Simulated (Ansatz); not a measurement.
# C$_{2}$H$_{11}$SbSi$_{2}$: what the fields show

Input file:

```
crystal:
  periodic: [false, false, false]
  atoms:
    - { symbol: C, position_ang: [-0.7935, -1.446, -0.548] }
    - { symbol: C, position_ang: [0.4452, -0.6522, -0.2584] }
    - { symbol: Sb, position_ang: [1.8842, -1.0567, -1.8113] }
    - { symbol: Si, position_ang: [0.2273, 1.211, -0.1849] }
    - { symbol: Si, position_ang: [-1.1614, 1.6922, 1.5356] }
    - { symbol: H, position_ang: [-1.2662, -1.0554, -1.5334] }
    - { symbol: H, position_ang: [-1.5617, -1.2244, 0.2474] }
    - { symbol: H, position_ang: [-0.5966, -2.4735, -0.6187] }
    - { symbol: H, position_ang: [0.8603, -0.9701, 0.7607] }
    - { symbol: H, position_ang: [3.2115, -0.3901, -0.7819] }
    - { symbol: H, position_ang: [2.1679, -2.6852, -1.1582] }
    - { symbol: H, position_ang: [1.4609, 1.8961, 0.0046] }
    - { symbol: H, position_ang: [-0.528, 1.6781, -1.4454] }
    - { symbol: H, position_ang: [-0.5621, 1.2296, 2.8102] }
    - { symbol: H, position_ang: [-1.347, 3.1412, 1.6291] }
    - { symbol: H, position_ang: [-2.4636, 1.0829, 1.397] }
basis:
  gaussian: { orbitals: def2-SVP }
hamiltonian:
  xc: pbe0
relax:
  f_tol: 0.015
  max_steps: 40
output:
  orbitals: {}
```

Run with:

```sh
ansatz run input.yaml --threads 2 --pin off --max-ram 3072MiB --backend cpu --events-out ev --progress --plain --runs-dir out
```

The fields are those of the relaxed geometry.

Core potentials replace the inner electrons of Sb.

Theory: RKS PBE0/def2-SVP (Ansatz 0.2.0).

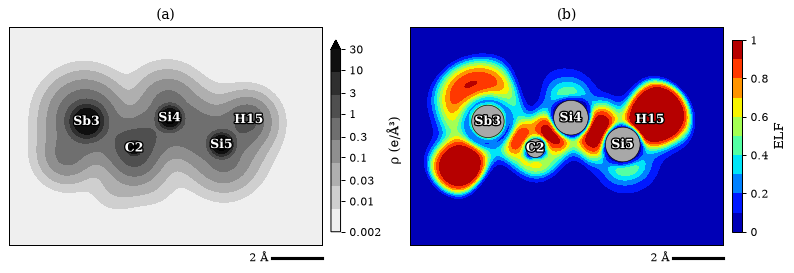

Figure 1. (a) electron density; (b) ELF on the plane of atoms C2, Si4 and Si5. Grey discs cover the atomic cores in the ELF map.

Interpret the plot.

Atoms in the plane: C, Sb, Si and H.
C–Si (1.89 Å): ρ at the midpoint is about 0.92 e/Å³; the ELF peaks at about 0.95 between the atoms, as expected for a shared electron pair.
C–Sb (2.21 Å): ρ at the midpoint is about 0.65 e/Å³; the ELF peaks at about 0.90 in the valence shell of C, 0.8 Å from its nucleus, and drops to about 0.20 between the two atoms.
Si–Si (2.35 Å): ρ is about 0.63 e/Å³ halfway; the ELF peaks at about 1 between the atoms (a covalent bond).
Si–H (1.50 Å): ρ is about 0.74 e/Å³ halfway; the ELF climbs to about 1 towards the hydrogen, as it does in any bond to H.

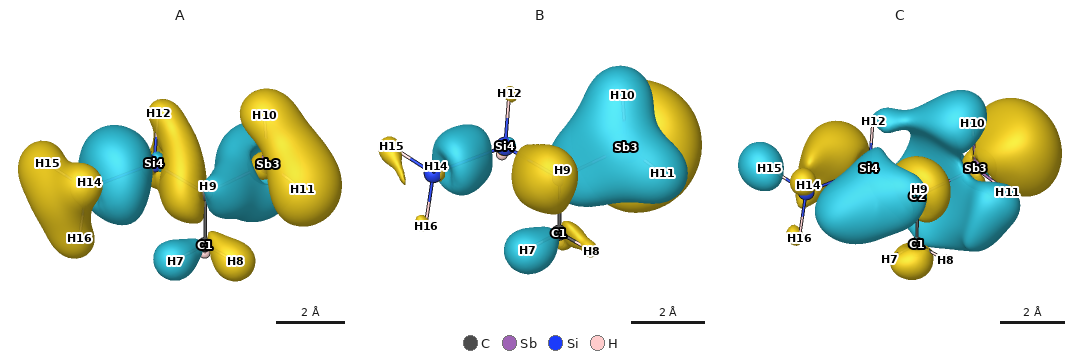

Figure 2. Three frontier orbitals at ±0.06 Å⁻³ᐟ² (yellow and cyan are the two phases), in no order.

Order the three orbitals by energy and name them.

A is the HOMO−1 (−7.77 eV). By Hirshfeld shares it lies mainly on Sb3 (about 25 %), Si5 (about 20 %), Si4 (about 20 %), C2 (about 10 %) and H11 (about 10 %). B is the HOMO (−7.03 eV). It lies mainly on Sb3 (about 60 %) and C2 (about 15 %). C is the LUMO (−0.50 eV). By Hirshfeld shares it lies mainly on Sb3 (about 45 %), C2 (about 10 %), Si4 (about 10 %) and Si5 (about 10 %).

What is the HOMO–LUMO gap?

6.53 eV between the orbital energies.

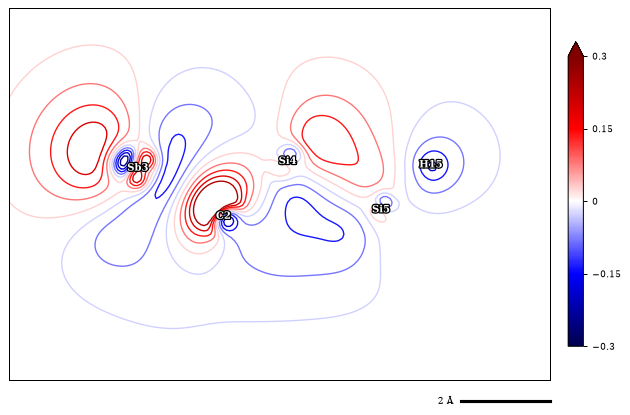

Figure 3. The LUMO on the plane of atoms C2, Si4 and Si5 (values in Å⁻³ᐟ²; the overall sign is arbitrary).

Describe this orbital and give its energy.

Its weight (Hirshfeld) is mainly on Sb3 (about 45 %), C2 (about 10 %), Si4 (about 10 %) and Si5 (about 10 %). Its energy is −0.50 eV.
